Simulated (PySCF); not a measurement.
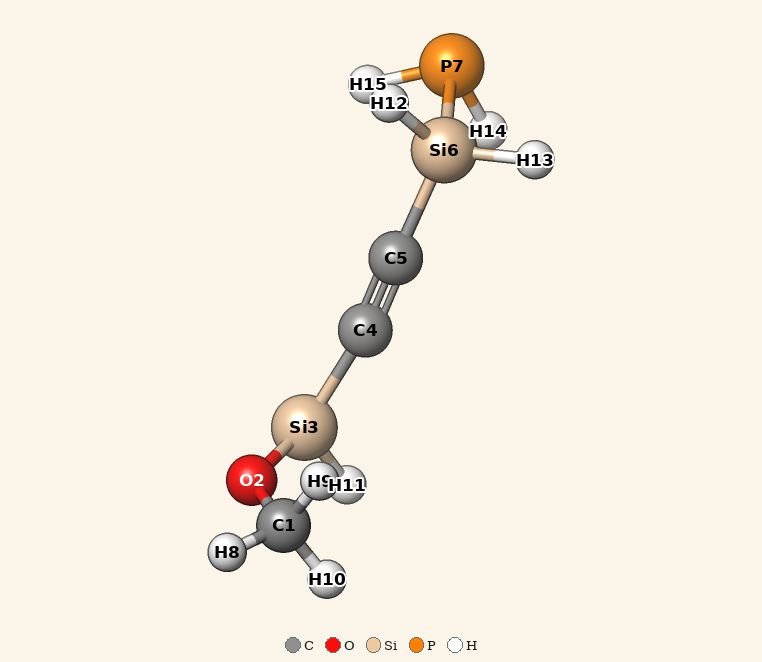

State: neutral, doublet. The geometry was computed by an optimisation with GFN2-xTB. No frequency run is at hand to confirm it as a minimum. Method: UKS B3LYP, pcH-1 on C H O P Si, non-relativistic (PySCF 2.14.0). Fermi-contact and spin-dipolar terms alone, no spin-orbit part.

Question: Which nucleus has the largest dipolar (anisotropic) hyperfine coupling?

Answer: 29Si at Si3: principal values −154.4, 76.6, 77.8 MHz.

List the isotropic and dipolar parts for the most strongly coupled nuclei, one of each equivalent set.

```json
{"atom": "Si3", "isotope": "29Si", "a_iso (MHz)": "−550.9", "dipolar part (MHz)": "−154.4, 76.6, 77.8"}
{"atom": "C5", "isotope": "13C", "a_iso (MHz)": "18.9", "dipolar part (MHz)": "−16.8, −14.2, 31.0"}
{"atom": "C4", "isotope": "13C", "a_iso (MHz)": "21.6", "dipolar part (MHz)": "−12.1, 0.0, 12.1"}
{"atom": "O2", "isotope": "17O", "a_iso (MHz)": "−79.8", "dipolar part (MHz)": "−9.7, 4.3, 5.4"}
{"atom": "H11", "isotope": "1H", "a_iso (MHz)": "49.9", "dipolar part (MHz)": "−9.2, 0.8, 8.5"}
{"atom": "P7", "isotope": "31P", "a_iso (MHz)": "−1.4", "dipolar part (MHz)": "−3.5, −3.3, 6.8"}
{"atom": "C1", "isotope": "13C", "a_iso (MHz)": "34.5", "dipolar part (MHz)": "−2.7, −2.5, 5.2"}
{"atom": "H10", "isotope": "1H", "a_iso (MHz)": "−1.3", "dipolar part (MHz)": "−2.3, −1.1, 3.4"}
```

The geometry is semi-empirical. Around P, Si such bond lengths and angles can be off by a tenth of an ångström or more and by several degrees, and values that hang on the shape move with them.
